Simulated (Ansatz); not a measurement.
Given this structure:

```
Pt
1.0
    -5.84063    5.84063    0.00000
    -5.84063    0.00000    5.84063
     0.00000    5.84063    5.84063
Pt
26
Cartesian
  -1.9049 7.7455 5.8406
  -1.9049 5.8406 7.7455
  -5.8406 1.9049 7.7455
  -9.7764 3.9357 5.8406
  -3.8931 1.9475 1.9475
  -1.9475 3.8931 1.9475
  -9.7764 5.8406 3.9357
  -1.9475 1.9475 3.8931
  -5.8406 9.7764 3.9357
  -5.8406 9.7764 7.7455
  -9.7764 5.8406 7.7455
  -5.8406 1.9049 3.9357
  -3.8931 3.8931 3.8931
  -7.7455 5.8406 9.7764
  -9.7764 7.7455 5.8406
  -7.7455 9.7764 5.8406
  -7.7882 9.7337 9.7337
  -5.8406 5.8406 3.8801
  -9.7337 7.7882 9.7337
  -5.8406 3.8801 5.8406
  -3.8801 5.8406 5.8406
  -9.7337 9.7337 7.7882
  -7.8012 5.8406 5.8406
  -5.8406 7.8012 5.8406
  -5.8406 5.8406 7.8012
  -7.7882 7.7882 7.7882
```

### Say what kind of structure these coordinates give.

The element is platinum. Symmetry: Fm-3m (No. 225), face-centred cubic lattice. The cell holds 26 atoms. Pt takes three kinds of site: twelve a cell with eleven Pt at 2.69 to 2.87 Å; eight a cell with twelve Pt in a cuboctahedral arrangement at 2.75 to 2.78 Å; six a cell with twelve Pt in a cuboctahedral arrangement at 2.74 to 2.77 Å. The bonds build a three-dimensional framework.

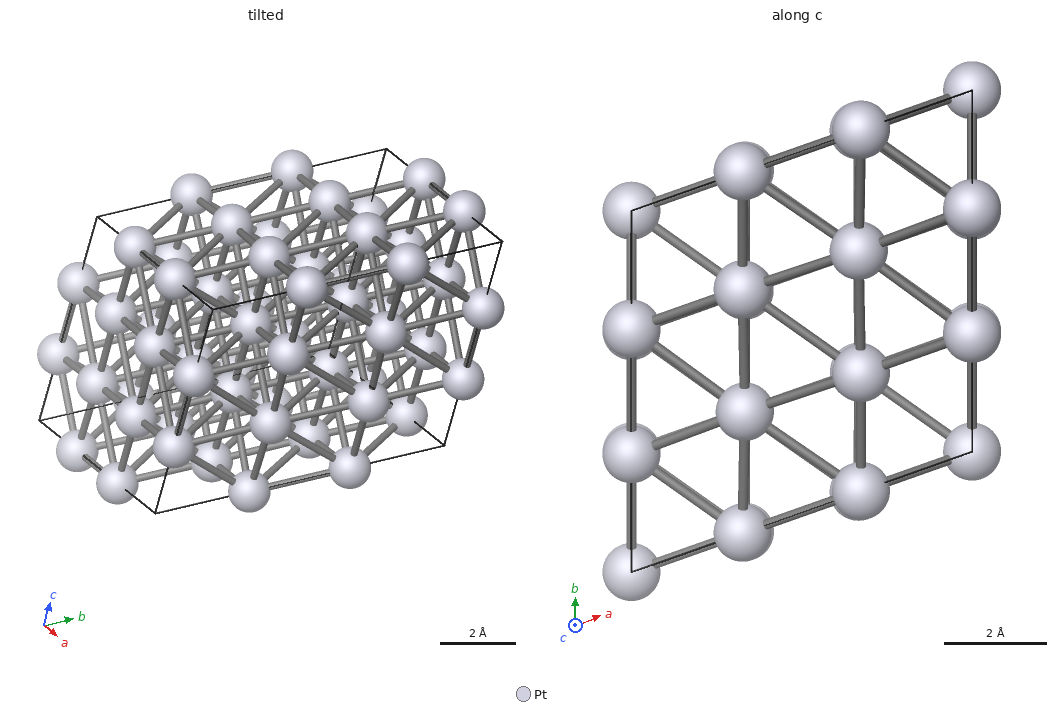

Drawn in the ball-and-stick manner and seen slightly off an axis and along the c axis. Atoms at the boundary of the simulation cell (the box) are drawn once for each face, edge or corner they touch.

The cell started as a structure listed in the Materials Project, repeated into a supercell with a point defect put in. The atoms were relaxed in a fixed cell with DFT LDA, scalar-relativistic, plane waves, PAW in Ansatz 0.2.0.
